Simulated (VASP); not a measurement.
Band structure of AlN (wurtzite). Method: revTPSS meta-GGA, VASP's PBE PAW potentials (set 64) (plane waves; VASP 6.6.1).

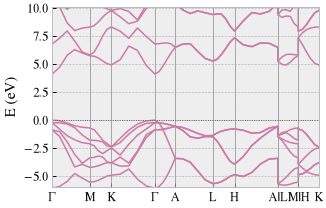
Figure. Bands along high-symmetry lines, zero at the valence-band maximum or, without a gap, the Fermi level

**Question.** Read the plot: is there a gap, and where are the band edges?

**Answer.** The gap is direct, 4.11 eV, from the valence maximum at Γ to the conduction minimum at Γ.

Measured: gap 6.51 eV (computed value off by -2.40 eV), as given by Martin Feneberg et al., Physical Review B (2010), doi:10.1103/physrevb.82.075208 [zero-point renormalisation of 0.417 eV (from the measured temperature dependence, row gaps:miglio2020:AlN_wz:gap_zpr, arXiv:2011.12765) added back].

The compound is AlN in the wurtzite structure. It was relaxed first.
